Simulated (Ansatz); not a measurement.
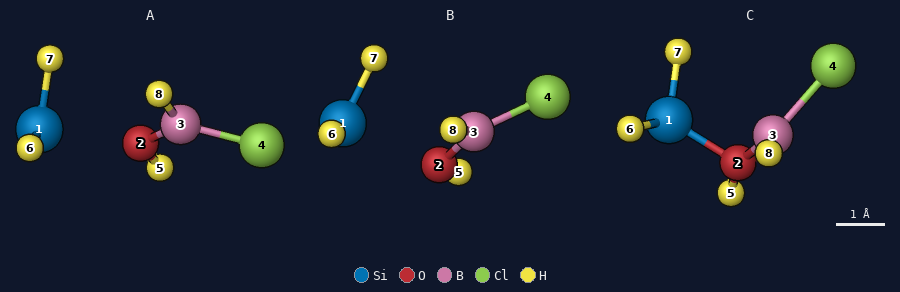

3 geometries from one relaxation of BSiH₄OCl, in shuffled order. A ball-and-stick model, seen at a tilt.

The run prepares an end point of a later path (hydrogen shift) calculation, from a guessed geometry.

Level of theory: RKS CAM-B3LYP/def2-SVP in Ansatz. Settings: no spin polarisation; force threshold 0.02 eV/Å; at most 50 steps.

Q: Put them in the order of the run, from the start to the converged end.

A: C, B, A. They are steps 0, 7, 20, at +2.518 eV, +0.077 eV relative to the last. Over 19 accepted moves (20 points after the start) the energy falls by 2.518 eV. Largest force component: 5.2 eV/Å at the start, 0.013 eV/Å at the end. The line search rejected the trial step at point 19 of the run. The largest move after the best rigid fit is that of Cl4, 1.76 Å. Largest moves by element: Cl 1.76 Å, H 1.28 Å, Si 0.69 Å, O 0.41 Å, B 0.29 Å. Some distances before and after: Si1–B3 2.476 → 3.222 Å, Si1–H5 2.109 → 2.670 Å, Si1–O2 1.690 → 2.149 Å, B3–Cl4 1.943 → 1.747 Å. Among the angles between lasting bonds that change: B3–O2–H5 155.1° → 116.2°, H6–Si1–H7 110.6° → 93.2°, Cl4–B3–H8 117.0° → 122.5°.
